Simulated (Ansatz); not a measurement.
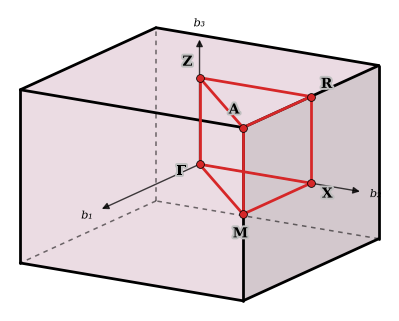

For TiAl, coordinates from a relaxation with Ansatz, DFT r2SCAN, scalar-relativistic, plane waves, PAW: the figure shows the first Brillouin zone with its special points and a band path. Symmetry computed with spglib at a tolerance of 0.002 Å; standard conventional cell.

Labels and path follow the convention of Hinuma et al. (2017), as computed by seekpath; the arrows show the directions of the reciprocal primitive vectors b₁, b₂, b₃.

**Name the Bravais lattice of the crystal.**

A primitive tetragonal lattice (tP; extended symbol tP1). The zone is a parallelepiped in its combinatorial type: 6 faces (6 with 4 edges), 12 edges, 8 vertices.

**Write the standard path through the labelled points.**

Γ–X–M–Γ–Z–R–A–Z | X–R | M–A
